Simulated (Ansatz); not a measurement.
# Fields on a plane of ScPd (CsCl type)

```yaml
crystal:
  lattice:
    - [3.22988, 0.00000, 0.00000]
    - [0.00000, 3.22988, 0.00000]
    - [0.00000, 0.00000, 3.22988]
  atoms:
    - { symbol: Sc, position: [0.50000, 0.50000, 0.50000] }
    - { symbol: Pd, position: [0.00000, 0.00000, 0.00000] }
```

The slice is a {100} plane (indices of the conventional cell) through the point (0.000, 0.000, 0.000) (fractional), spanned by u = [100] and v = [010] in vectors of this cell: u (3.23 Å) and v (3.23 Å, at 90° to u). It covers one period; positions are fractions (u, v).

Atoms on it: Pd at (0.00, 0.00).

Level of theory: LDA (plane waves to 420 eV, PAW, scalar-relativistic; Ansatz, a first-principles code). k mesh 14×14×14. Inside the PAW spheres the values are not all-electron values, and peaks at nuclei hang on which shells count as valence. ScPd is run without spin polarisation. ScPd was relaxed with its symmetry unable to fall.

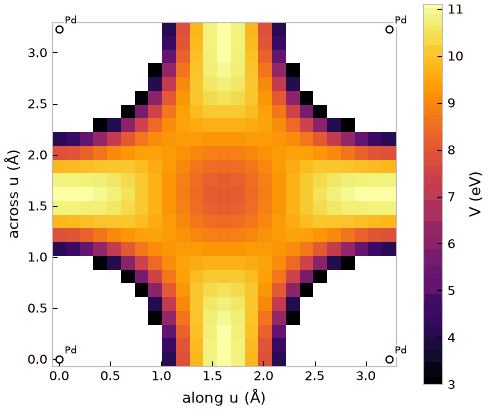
Figure: Electrostatic potential energy of an electron, from the cell's mean, in eV, one period of the plane, atoms marked. Points within 1 Å of a nucleus are left white, as the pseudised field means little there. Values under 3 eV are set to 3. The zero, the cell's mean, hangs on the PAW cores.

```
|@@@@%#+=-:.....:-=+#%@@@|
|@@@%%*+-::.....::-+*%%@@|
|@@%%#*=-:.......:-=*#%%@|
|%%%#*+=-:.......:-=+*#%%|
|##**+=-:...   ...:-=+**#|
|+++==-::..     ..::-==++|
|==---::...     ...::---=|
|--:::....       ....:::-|
|:::.....         .....::|
|......             .....|
|.....               ....|
|.....               ....|
|.....               ....|
|......             .....|
|:::.....         .....::|
|--:::....       ....:::-|
|==---::...     ...::---=|
|+++==-::..     ..::-==++|
|##**+=-:...   ...:-=+**#|
|%%%#*+=-:.......:-=+*#%%|
|@@%%#*=-:.......:-=*#%%@|
|@@@%%*+-::.....::-+*%%@@|
|@@@@%#+=-:.....:-=+#%@@@|
|@@@@%#+=-:.....:-=+#%@@@|
```
Scale: ten equal steps from -0.96 (start of ' ') to 1.15 (end of '@'), in the order ' .:-=+*#%@'. Values: log₁₀ of the valence density in e/Å³. The map has 24 points along u (one character each, u = 0 at the left) and 24 along v (v = 0 in the bottom row). The scale is logarithmic, as a density can span decades between atoms and voids.
